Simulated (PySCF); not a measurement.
# AlF3 (SMILES F[Al](F)F): a chain of runs

Wanted: a series of 19 runs (PBE0-D4/def2-TZVP, MP2/def2-TZVPP, RI-MP2/def2-QZVPP, PBE-D4/def2-TZVPP, r2SCAN-D4/def2-TZVPP, B3LYP-D4/def2-TZVPP, PBE0-D4/def2-TZVPP, wB97M-V/def2-TZVPP, and more) of AlF3. 

Program for the calculation: PySCF 2.14.0.

1 further run of the same task is left out (for a faulty analytic Hessian).

**1. The system as given**

AlF3: 4 atoms, total charge 0, spin state singlet. As SMILES, `F[Al](F)F`. All atoms were displaced at random from a relaxed shape. The run starts from this shape.

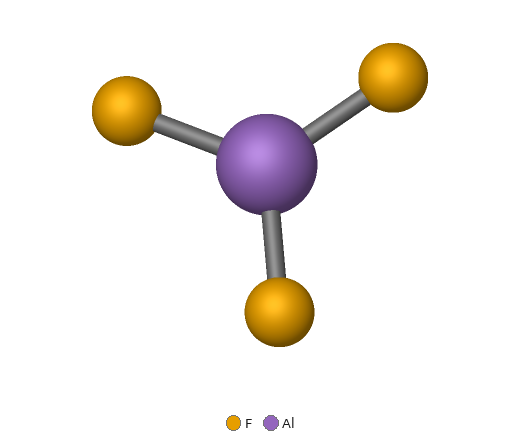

The structure, seen from a chosen angle (fluorine amber, aluminium purple).

**2. A geometry optimisation at PBE0-D4/def2-TZVP (density fitting with def2-universal-jkfit) (run 1)**

start.xyz reads:

```xyz
4
AlF3
F      0.847293    -0.740392     1.167651
Al    -0.001585     0.021220     0.023654
F     -1.434081    -0.584038    -0.401869
F      0.542268     1.351705    -0.757321
```

run.py reads:

```python
from pyscf import gto, dft
from pyscf.geomopt.geometric_solver import kernel as optimise

molecule = gto.Mole()
molecule.atom = 'start.xyz'
molecule.verbose = 3
molecule.basis = 'def2-tzvp'
molecule.charge = 0
molecule.max_memory = 1860
molecule.build()

mf = dft.RKS(molecule)
mf.xc = 'pbe0'
mf = mf.density_fit(auxbasis='def2-universal-jkfit')
mf.conv_tol = 1e-09
mf.grids.level = 4
mf.max_cycle = 100
mf.disp = 'd4'
converged, mol_eq = optimise(mf, maxsteps=100)
print('converged:', converged)
print(mol_eq.tostring())

mf.reset(mol_eq)
molecule = mol_eq
mf.kernel()
e_final = mf.e_tot
print(f'total energy: {e_final:.8f} hartree')
```

On the command line:

```console
OMP_NUM_THREADS=1 python run.py
```

Log:

```text
maxiter                   100
----------------------------------------------------------
Custom engine selected.
Bonds will be generated from interatomic distances less than 1.20 times sum of covalent radii
12 internal coordinates being used (instead of 12 Cartesians)
Internal coordinate system (atoms numbered from 1):
Distance 1-2
Distance 2-3
Distance 2-4
Angle 1-2-4
Angle 3-2-4
Out-of-Plane 2-1-3-4
Translation-X 1-4
Translation-Y 1-4
Translation-Z 1-4
Rotation-A 1-4
Rotation-B 1-4
Rotation-C 1-4
> ===== Optimization Info: ====
> Job type: Energy minimization
> Maximum number of optimization cycles: 100
> Initial / maximum trust radius (Angstrom): 0.100 / 0.300
> Convergence Criteria:
> Will converge when all 5 criteria are reached:
>  |Delta-E| < 1.00e-06
>  RMS-Grad  < 3.00e-04
>  Max-Grad  < 4.50e-04
>  RMS-Disp  < 1.20e-03
>  Max-Disp  < 1.80e-03
> === End Optimization Info ===

[... 8 lines left out ...]
WARN: Mole.unit (angstrom) is changed to Bohr
[... 1 line left out ...]
converged SCF energy = -541.933162159948
[... 8 lines left out ...]
Step    0 : Gradient = 9.951e-03/1.225e-02 (rms/max) Energy = -541.9331621599
[... 9 lines left out ...]
converged SCF energy = -541.933474495515
[... 18 lines left out ...]
converged SCF energy = -541.933578849255
[... 18 lines left out ...]
converged SCF energy = -541.933711704142
[... 18 lines left out ...]
converged SCF energy = -541.933719854776
[... 18 lines left out ...]
converged SCF energy = -541.933722963871
[... 18 lines left out ...]
converged SCF energy = -541.933723151704
[... 10 lines left out ...]
Converged! =D
[... 1 line left out ...]
converged: True
F           0.86254119       -0.72402195        1.16369404
Al         -0.01561608        0.01021819        0.00461491
F          -1.47078386       -0.58902135       -0.41620720
F           0.56164584        1.34324549       -0.73265364
converged SCF energy = -541.933723151538
total energy: -541.93372315 hartree
```

It took 86 s on 1 thread of Arm Neoverse V2, shared host; peak memory 1.2 GiB.

The path in brief:

```
step  energy from the first frame kept (eV)  largest force (eV/Å)
   0                                 0.0000                0.6301
   1                                -0.0085                0.3171
   2                                -0.0113                0.2392
   3                                -0.0150                0.0695
   4                                -0.0152                0.0382
   5                                -0.0153                0.0085
   6                                -0.0153                0.0028
```

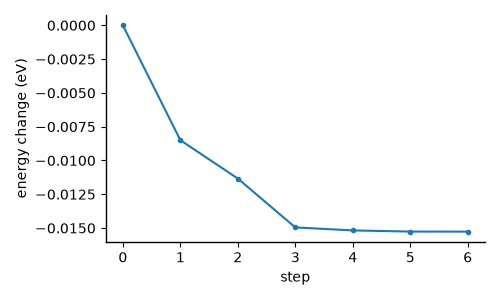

Energy along the run.

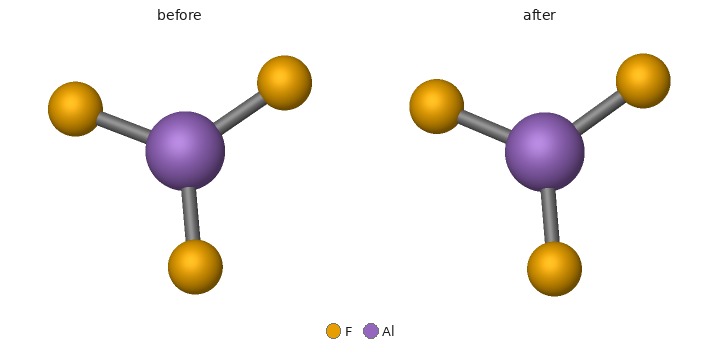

Before and after, at one scale.

After the run. Bond lengths: F1–Al2 1.629 Å, Al2–F3 1.629 Å, Al2–F4 1.629 Å. Angles: F1–Al2–F3 120.0°, F1–Al2–F4 120.0°, F3–Al2–F4 120.0°.

**3. The energy at MP2/def2-TZVPP (run 3)**

job.py reads:

```python
from pyscf import gto, mp

molecule = gto.M(
    atom=[
    ('F', (0.862541, -0.724022, 1.163694)),
    ('Al', (-0.015616, 0.010218, 0.004615)),
    ('F', (-1.470784, -0.589021, -0.416207)),
    ('F', (0.561646, 1.343245, -0.732654)),
],
    max_memory=1860,
    basis='def2-tzvpp',
    spin=0,
    verbose=3,
)

myscf = molecule.RHF()
myscf.conv_tol = 1e-10
myscf.kernel()
if not myscf.converged:
    myscf = myscf.newton().run(myscf.mo_coeff, myscf.mo_occ)

pt = mp.MP2(myscf, frozen=8).run()
e_final = pt.e_tot
print('E(%s) = %.9f' % ('MP2', e_final))
```

On the command line:

```console
OMP_NUM_THREADS=1 python job.py
```

Log:

```text
converged SCF energy = -540.61832017302
E(RMP2) = -541.442607559431  E_corr = -0.82428738641163
E(SCS-RMP2) = -541.418966051706  E_corr = -0.800645878685962
E(MP2) = -541.442607559
```

Wall time 5.1 s (1 thread of Arm Neoverse V2, shared host); peak memory 0.56 GiB.

**4. A single-point energy at RI-MP2/def2-QZVPP (density fitting with def2-universal-jkfit) (run 4)**

run.py reads:

```python
from pyscf import gto, scf, mp

molecule = gto.M(
    atom='''
F      1.629966    -1.368203     2.199063
Al    -0.029510     0.019309     0.008721
F     -2.779379    -1.113088    -0.786517
F      1.061357     2.538365    -1.384515
''',
    basis='def2-qzvpp',
    unit='bohr',
    spin=0,
    charge=0,
    max_memory=1860,
    verbose=3,
)

hf = scf.RHF(molecule)
hf = hf.density_fit(auxbasis='def2-universal-jkfit')
hf.conv_tol = 1e-10
hf.kernel()
if not hf.converged:
    hf = hf.newton().run(hf.mo_coeff, hf.mo_occ)

pt = mp.MP2(hf, frozen=8).density_fit().run()
e_final = pt.e_tot
print(f'total energy: {e_final:.8f} hartree')
```

On the command line:

```console
OMP_NUM_THREADS=1 python run.py
```

Log:

```text
converged SCF energy = -540.641425100657
E(DFRMP2) = -541.549426815822  E_corr = -0.908001715165635
E(SCS-DFRMP2) = -541.52438346071  E_corr = -0.882958360053843
total energy: -541.54942682 hartree
```

It took 3.9 s on 1 thread of Arm Neoverse V2, shared host; peak memory 0.39 GiB.

Runs 5 to 19 aren't shown in full; the table further down has their settings and results.

**5. The doublet cation: a single-point energy at UB3LYP/6-31G(d) (spherical functions) (run 20)**

input.py reads:

```python
from pyscf import gto, dft

mol = gto.Mole()
mol.atom = '''
F      1.629966    -1.368203     2.199063
Al    -0.029510     0.019309     0.008721
F     -2.779379    -1.113088    -0.786517
F      1.061357     2.538365    -1.384515
'''
mol.spin = 1
mol.basis = '6-31g*'
mol.max_memory = 1860
mol.unit = 'bohr'
mol.charge = 1
mol.verbose = 3
mol.build()

mf = dft.UKS(mol, xc='b3lyp')
mf.conv_tol = 1e-10
mf.grids.level = 5
mf.kernel()
if not mf.converged:
    mf = mf.newton().run(mf.mo_coeff, mf.mo_occ)

etot = mf.e_tot
print('Final energy', etot)
```

On the command line:

```console
OMP_NUM_THREADS=1 python input.py
```

Log:

```text
WARN: HOMO -0.532956190348784 >= LUMO -0.532956190348783

converged SCF energy = -541.652266080436  <S^2> = 0.75634841  2S+1 = 2.0063384
Final energy -541.652266080436
```

Run time: 12 s. Hardware: 1 thread of Arm Neoverse V2, shared host; peak memory 0.35 GiB.

**6. Overview of the runs**

```
run                                                             level      task  integral approximation  partner  energy (Eh)  dipole moment (D) of the reference  HOMO energy (eV)  LUMO energy (eV)  wall time
  1     PBE0-D4/def2-TZVP (density fitting with def2-universal-jkfit)  optimise    def2-universal-jkfit     base  -541.933723                                0.00            -11.72             -1.49       86 s
  3                                                    MP2/def2-TZVPP    energy                    none     base  -541.442608                                0.00            -17.24              1.39      5.1 s
  4     RI-MP2/def2-QZVPP (density fitting with def2-universal-jkfit)    energy    def2-universal-jkfit     base  -541.549427                                0.00            -17.26              0.97      3.9 s
  5                                                 PBE-D4/def2-TZVPP    energy                    none     base  -541.914275                                0.00             -9.62             -2.39       17 s
  6                                              r2SCAN-D4/def2-TZVPP    energy                    none     base  -542.189510                                0.00            -10.13             -1.86       40 s
  7                                               B3LYP-D4/def2-TZVPP    energy                    none     base  -542.361736                                0.00            -11.42             -1.89       18 s
  8                                                PBE0-D4/def2-TZVPP    energy                    none     base  -541.933917                                0.00            -11.72             -1.50       17 s
  9                                                wB97M-V/def2-TZVPP    energy                    none     base  -542.255006                                0.00            -14.26              0.14       71 s
 10                                                 B2PLYP/def2-TZVPP    energy                    none     base  -542.074088                                0.00            -13.82             -0.53       19 s
 11                                                  SVWN5/def2-TZVPP    energy                    none     base  -539.398683                                0.00             -9.91             -2.70       12 s
 12                                                 M06-2X/def2-TZVPP    energy                    none     base  -542.218515                                0.00            -13.95             -1.03       39 s
 13                                B3LYP/6-31G* (spherical functions)    energy                    none     base  -542.163254                                0.00            -10.80             -1.56      6.3 s
 14                                                         HF/STO-3G    energy                    none     base  -533.247845                                0.00            -10.29             10.05      0.5 s
 15                                                   UMP2/def2-TZVPP    energy                    none   cation  -540.874091                                   –            -20.75            -14.13       13 s
 16                                                UPBE-D4/def2-TZVPP    energy                    none   cation  -541.416763                                   –            -18.05            -17.47       40 s
 17                                              UB3LYP-D4/def2-TZVPP    energy                    none   cation  -541.834797                                   –            -19.09            -17.26       41 s
 18                                               UPBE0-D4/def2-TZVPP    energy                    none   cation  -541.405566                                   –            -19.16            -17.05       40 s
 19  U-wB97M-V/def2-TZVPP (density fitting with def2-universal-jkfit)    energy    def2-universal-jkfit   cation  -541.710108                                   –            -21.34            -15.42       81 s
 20                               UB3LYP/6-31G* (spherical functions)    energy                    none   cation  -541.652266                                   –            -18.87            -17.03       12 s
```

**7. Outcome**

| quantity | value |
| --- | --- |
| doublet cation, run 20: total energy | -541.65227 Eh |
| doublet cation, run 20: HOMO energy (highest over α and β) | -18.87 eV |
| doublet cation, run 20: LUMO energy (lowest over α and β) | -17.03 eV |
| doublet cation, run 20: ⟨S²⟩ | 0.756 |
| vertical ionisation energy (to the doublet cation), MP2/def2-TZVPP | 15.470 eV |
| vertical ionisation energy (to the doublet cation), PBE-D4/def2-TZVPP | 13.538 eV |
| vertical ionisation energy (to the doublet cation), B3LYP-D4/def2-TZVPP | 14.339 eV |
| vertical ionisation energy (to the doublet cation), PBE0-D4/def2-TZVPP | 14.377 eV |
| vertical ionisation energy (to the doublet cation), B3LYP/6-31G* | 13.905 eV |

At MP2/def2-TZVPP: the vertical ionisation energy comes to 15.47 eV (357 kcal/mol). At PBE-D4/def2-TZVPP: the vertical ionisation energy comes to 13.54 eV (1306 kJ/mol). The negative HOMO energy of the first species, 9.62 eV, lies 3.91 eV below that difference. At B3LYP-D4/def2-TZVPP: removing an electron at fixed nuclei costs 14.34 eV (331 kcal/mol). The negative HOMO energy of the first species, 11.42 eV, lies 2.92 eV below that difference. At PBE0-D4/def2-TZVPP: the vertical ionisation energy comes to 14.38 eV (1387 kJ/mol). Totals of different functionals can't be ranked against each other. In run 14 the basis is minimal, so the values are rough. All runs together took 9.4 min, the longest 86 s.
